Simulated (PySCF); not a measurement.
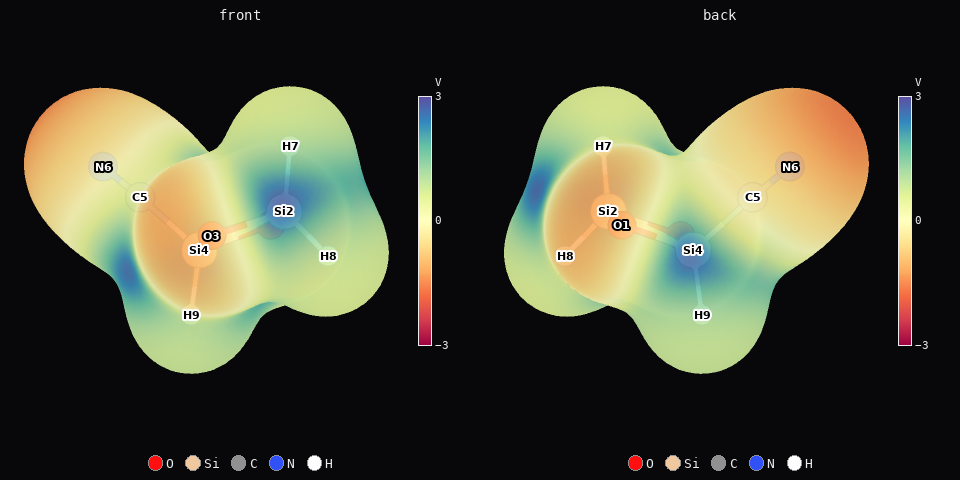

Figure 1: CH3NO2Si2. The molecular electrostatic potential painted on the density surface at 0.002 e/bohr³, seen from the front and from behind; red is negative and blue positive.

Geometry: GFN2-xTB.

Method: PBE0/pcSseg-1, SCF density, gas phase, non-relativistic in PySCF.

```yaml
atoms:
  - { symbol: O, position_ang: [-0.5874, -0.3528, 1.0427] }
  - { symbol: Si, position_ang: [-1.5020, 0.5262, -0.0547] }
  - { symbol: O, position_ang: [-0.3165, 0.1904, -1.1931] }
  - { symbol: Si, position_ang: [0.5698, -0.6989, -0.1013] }
  - { symbol: C, position_ang: [2.1903, 0.1211, 0.2941] }
  - { symbol: N, position_ang: [3.2090, 0.5843, 0.5307] }
  - { symbol: H, position_ang: [-1.4961, 1.9268, 0.2897] }
  - { symbol: H, position_ang: [-2.7086, -0.1959, -0.3775] }
  - { symbol: H, position_ang: [0.6415, -2.1010, -0.4307] }
```

Describe the electrostatic potential map.

Answer. The most negative region (about −1.6 V) lies over N6, the most positive (about +2.6 V) over Si2 and Si4. N6 is the likeliest acceptor of a hydrogen bond.

What dipole moment does the calculation give?

Answer. Its dipole moment is 3.49 D.
